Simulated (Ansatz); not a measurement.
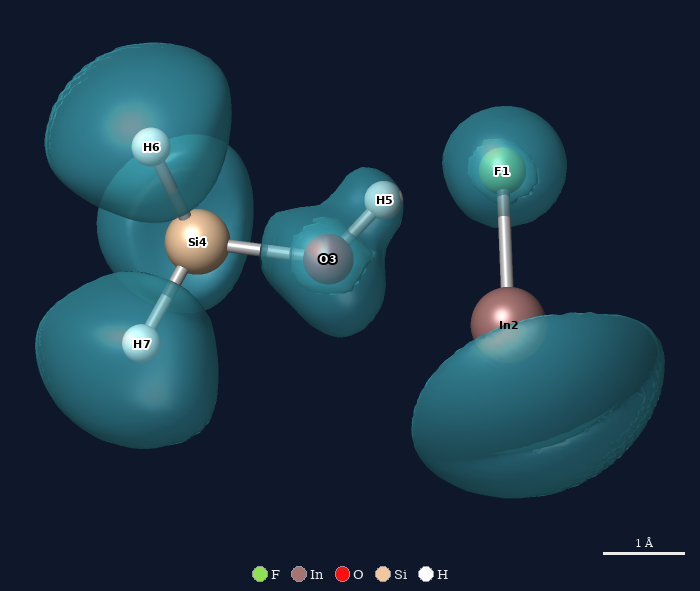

FIn···H3OSi (SMILES O[SiH2].[F][In]) (doublet). Isosurface of the ELF at 0.75 (cyan), seen at a tilt. Core shells and regions of very low density are left out.

Geometry: PBE0-D3(BJ)/def2-SVP; core potentials replace the inner electrons of In.

Theory: Ansatz, isolated molecule in a Gaussian basis; Kohn-Sham density functional theory, functional PBE0.

```yaml
atoms:
  - { symbol: F, position_ang: [-2.8145, -3.5175, 0.5526] }
  - { symbol: In, position_ang: [-3.1540, -3.3030, -1.5028] }
  - { symbol: O, position_ang: [-0.9083, -2.5273, -0.5511] }
  - { symbol: Si, position_ang: [0.5710, -1.7862, -0.3077] }
  - { symbol: H, position_ang: [-1.4610, -2.8910, 0.2102] }
  - { symbol: H, position_ang: [0.4504, -0.6183, 0.6305] }
  - { symbol: H, position_ang: [1.0320, -1.3161, -1.6518] }
```

Q: Where are the electrons localised?

A: At this value the surface marks out two regions around hydrogen nuclei, one lobe on In, pointing away from the bonds (non-bonding electrons), one lobe on Si, pointing away from the bonds (non-bonding electrons), one region wrapped around F (its valence shell) and one joined region spread over several atoms (H, O), in which their bonds and any lone pairs are merged. Profiles from the grid: F1···H5 (1.53 Å): the ELF dips to about 0.20 between them (by its geometry a hydrogen bond between the two molecules, with no shared pair). Si–O (1.67 Å): the ELF peaks at about 0.85 between the atoms (a polar covalent bond).
